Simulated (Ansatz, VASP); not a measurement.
# Cross-check of CdTe between VASP and Ansatz, part 2 of 2

One calculation is typed for both programs; each brings its own data sets and cutoff. How far apart do they land?  The cell comes out of the VASP series on this material, whose earlier steps may have relaxed, scaled or displaced it; both programs get it as it stands.

VASP 6.6.1 and Ansatz 0.2.0.

So far. Step 2 (Ansatz: single point, LDA): The run ends at a pressure of 0.04 GPa. Step 3 (VASP: single point, LDA): The run ends at a pressure of -0.01 GPa.

**6. VASP: band structure, LDA**

Level of this step: LDA; plane waves and PAW (Cd, Te) (VASP).

The same cell, functional (in two slightly different forms), mesh and smearing now go to VASP, with its own data sets and cutoff.

The input, INCAR:

```
SYSTEM = CdTe
PREC = Accurate
ENCUT = 400
EDIFF = 1E-06
NELM = 100
ISMEAR = 0
SIGMA = 0.05
LREAL = .FALSE.
ALGO = Normal
GGA = CA
NBANDS = 21
LORBIT = 11
LWAVE = .FALSE.
LCHARG = .FALSE.
KPAR = 2
```

The input, POSCAR:

```
CdTe
1.0
    0.0000000000      3.2050000000      3.2050000000
    3.2050000000      0.0000000000      3.2050000000
    3.2050000000      3.2050000000      0.0000000000
Cd Te
1 1
Direct
    0.0000000000      0.0000000000      0.0000000000
    0.2500000000      0.2500000000      0.2500000000
```

The input, KPOINTS:

```
Automatic mesh
0
Gamma
5 5 5
0 0 0
```

The input, KPOINTS_OPT:

```
Line mode
16
Line-mode
Reciprocal
  0.00000000   0.00000000   0.00000000 GAMMA
  0.50000000   0.00000000   0.50000000 X

  0.50000000   0.00000000   0.50000000 X
  0.50000000   0.25000000   0.75000000 W

  0.50000000   0.25000000   0.75000000 W
  0.37500000   0.37500000   0.75000000 K

  0.37500000   0.37500000   0.75000000 K
  0.00000000   0.00000000   0.00000000 GAMMA

  0.00000000   0.00000000   0.00000000 GAMMA
  0.50000000   0.50000000   0.50000000 L

  0.50000000   0.50000000   0.50000000 L
  0.62500000   0.25000000   0.62500000 U

  0.62500000   0.25000000   0.62500000 U
  0.50000000   0.25000000   0.75000000 W

  0.50000000   0.25000000   0.75000000 W
  0.50000000   0.50000000   0.50000000 L

  0.50000000   0.50000000   0.50000000 L
  0.37500000   0.37500000   0.75000000 K

  0.62500000   0.25000000   0.62500000 U
  0.50000000   0.00000000   0.50000000 X
```

The projector-augmented-wave data sets are Cd and Te (LDA family, release 64).

On the command line:

```console
$ mpirun -np 2 vasp_std
```

Numbers of over 12 decimals in the logs are rounded to 6 here.

The log of the run:

```text
[banner, memory and clock lines left out]
running    2 mpi-ranks, on    1 nodes
[...]
LDA part: xc-table for (Slater(with rela. corr.)+CA(PZ))
 , standard interpolation
 POSCAR, INCAR and KPOINTS ok, starting setup
[...]
entering main loop
       N       E                     dE             d eps       ncg     rms          rms(c)
DAV:   1     0.895208091760E+02    0.89521E+02   -0.71072E+03   444   0.600E+02
DAV:   2    -0.296068406844E+01   -0.92481E+02   -0.87435E+02   470   0.181E+02
DAV:   3    -0.624415358824E+01   -0.32835E+01   -0.32694E+01   490   0.348E+01
DAV:   4    -0.627614965384E+01   -0.31996E-01   -0.31993E-01   541   0.307E+00
[...]
DAV:  10    -0.602742488257E+01    0.93263E-05   -0.77473E-05   498   0.813E-02    0.498E-02
DAV:  11    -0.602742793265E+01   -0.30501E-05   -0.20030E-05   508   0.327E-02    0.288E-02
DAV:  12    -0.602742742039E+01    0.51226E-06   -0.11617E-06   414   0.105E-02
   1 F= -.60274274E+01 E0= -.60274274E+01  d E =-.258223E-19
 Start KPOINTS_OPT (optional k-point list driver)
k-point batch [1-10\160]
       N       E                     dE             ncg
DAV:   1     0.372390419129E+03   -0.94826E+03      428
DAV:   2    -0.625271152923E+03   -0.99766E+03      485
DAV:   3    -0.664026391913E+03   -0.38755E+02      475
DAV:   4    -0.664352166077E+03   -0.32577E+00      532
DAV:   5    -0.664356326281E+03   -0.41602E-02      500
DAV:   6    -0.664356442676E+03   -0.11640E-03      542
DAV:   7    -0.664356445859E+03   -0.31829E-05      465
DAV:   8    -0.664356445953E+03   -0.94223E-07      353
[...]
k-point batch [151-160\160]
       N       E                     dE             ncg
DAV:   1     0.186882021270E+03   -0.50150E+04      444
DAV:   2    -0.719999143661E+03   -0.90688E+03      470
DAV:   3    -0.753224847357E+03   -0.33226E+02      523
DAV:   4    -0.753554352325E+03   -0.32950E+00      570
DAV:   5    -0.753555243245E+03   -0.89092E-03      547
DAV:   6    -0.753555253308E+03   -0.10063E-04      549
DAV:   7    -0.753555253422E+03   -0.11435E-06      483
```

From OUTCAR (step 6):

```text
  Total       -0.0027873     -0.0027873     -0.0027873     -0.0000000      0.0000000     -0.0000000
  in kB       -0.0678233     -0.0678233     -0.0678233     -0.0000000      0.0000000     -0.0000000
  external PRESSURE =      -0.0678233 kB  Pullay stress =       0.0000000 kB

  FREE ENERGIE OF THE ION-ELECTRON SYSTEM (eV)
  ---------------------------------------------------
  free  energy   TOTEN  =        -6.0274274204 eV

  energy  without entropy=       -6.0274274204  energy(sigma->0) =       -6.02742742

[... 2 parts as in an earlier step ...]

[... 2 further parts left out ...]
[key lines of the parts left out:]
E-fermi :   2.7847
```

The run ends at a pressure of -0.01 GPa.

**7. Differences**

The two programs side by side:

```csv
quantity,Ansatz,VASP,difference
pressure (GPa),0.04,-0.01,+0.05
gap over the path points (eV),0.604,0.645,-0.041
```

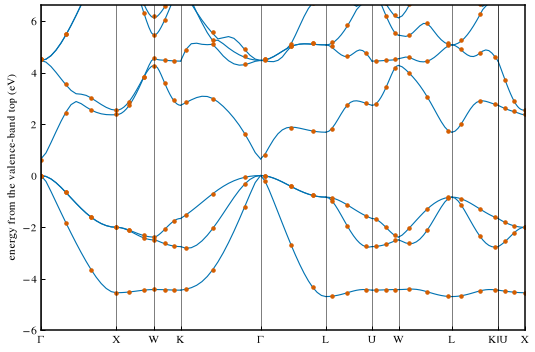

Bands from VASP (lines) and levels from Ansatz (dots). Dots without a line are higher empty bands that the VASP plot leaves out.

Levels at points of the path, from each program's valence-band top (eV; 4 filled, then empty):

| k (reciprocal lattice) | Ansatz | VASP |
| --- | --- | --- |
| 0.000 0.000 0.000 | -8.11 0.00 0.00 0.00 0.60 4.51 4.51 | -8.13 0.00 0.00 0.00 0.65 4.47 4.47 |
| 0.167 0.000 0.167 | -8.10 -1.85 -0.66 -0.66 2.44 3.54 5.50 | -8.13 -1.84 -0.66 -0.66 2.47 3.52 5.47 |
| 0.333 0.000 0.333 | -7.92 -3.66 -1.61 -1.61 2.56 3.01 7.29 | -7.94 -3.66 -1.62 -1.62 2.54 3.01 7.29 |
| 0.500 0.000 0.500 | -7.60 -4.54 -2.00 -2.00 2.38 2.55 8.78 | -7.61 -4.55 -2.01 -2.01 2.36 2.53 8.82 |
| 0.500 0.083 0.583 | -7.58 -4.52 -2.13 -2.10 2.72 2.87 8.07 | -7.59 -4.52 -2.14 -2.11 2.71 2.86 8.06 |
| 0.500 0.183 0.683 | -7.52 -4.45 -2.41 -2.32 3.83 3.84 6.32 | -7.53 -4.45 -2.42 -2.33 3.83 3.83 6.31 |
| 0.500 0.250 0.750 | -7.50 -4.42 -2.49 -2.38 4.26 4.55 5.46 | -7.52 -4.43 -2.50 -2.39 4.27 4.54 5.45 |
| 0.450 0.300 0.750 | -7.52 -4.43 -2.63 -2.08 3.60 4.48 6.05 | -7.53 -4.43 -2.64 -2.09 3.60 4.48 6.04 |
| 0.408 0.342 0.750 | -7.54 -4.44 -2.72 -1.76 2.93 4.45 6.87 | -7.55 -4.45 -2.74 -1.77 2.92 4.45 6.86 |
| 0.350 0.350 0.700 | -7.56 -4.41 -2.81 -1.52 2.84 4.89 7.07 | -7.57 -4.41 -2.82 -1.53 2.83 4.89 7.04 |

Among the levels compared (up to four filled and three empty ones at each point), filled levels agree within 25 meV and empty ones within 43 meV. Ansatz's pressure holds a Pulay correction of 0.03 GPa; VASP's holds none.

**8. Summary of results**

| Property | Result |
| --- | --- |
| difference in gap on the k mesh (single point, LDA) | -0.041 eV |
| difference in gap over the path points (band structure, LDA) | -0.041 eV |

In words: The difference in gap on the k mesh is -0.041 eV (single point, LDA), within the 0.08 eV picked in this series as the mark of a large difference. Differences of this kind measure data sets and numerical settings, not the functional's error against experiment.

[Lines on the potential files, build, host, timing and source positions are cut from VASP's logs without a mark.]

[Logs are printed without paths, hosts, clocks, repeated set-up lines and the standing remarks that a program may print on its own settings, such as how far it seeks lower states.]

[Hosts, paths, dates, database ids (printed as entryN), source tags and the programs' standing remarks are cut or masked in the printed files.]
